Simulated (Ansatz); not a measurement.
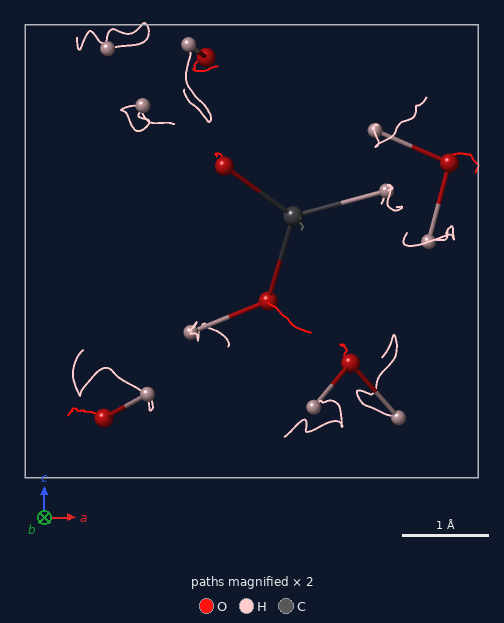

First-principles dynamics of a periodic cell with 4 H2O + 1 HCOOH at 1.339 g/cm³, 35 fs long. Lines trace each atom's path, in the colour of its element; spheres stand at the starting positions. The excursions are magnified 2 times. Seen along the b axis in the simulation cell.

Computed with DFT r2SCAN, scalar-relativistic, plane waves, PAW (Ansatz). Run with plane-wave cutoff 500 eV; k-point mesh 1 × 1 × 1; Fermi-Dirac smearing 0.05 eV; Langevin thermostat (NVT); set temperature 700 K; time step 0.5 fs; friction 0.02 per fs.

Q: What do the traces tell about the motion?

A: In the second half of the run the atoms are, in the root-mean-square, this far from where they began (common drift taken out): H 0.28 Å, O 0.18 Å, C 0.07 Å. The heavy atoms stay within a fraction of a molecule's size of their starting places; so short a run doesn't tell a liquid from a solid.

Limits of the set-up: the periodic images lie only 5.3 Å apart, so the values are limited by the cell's size.
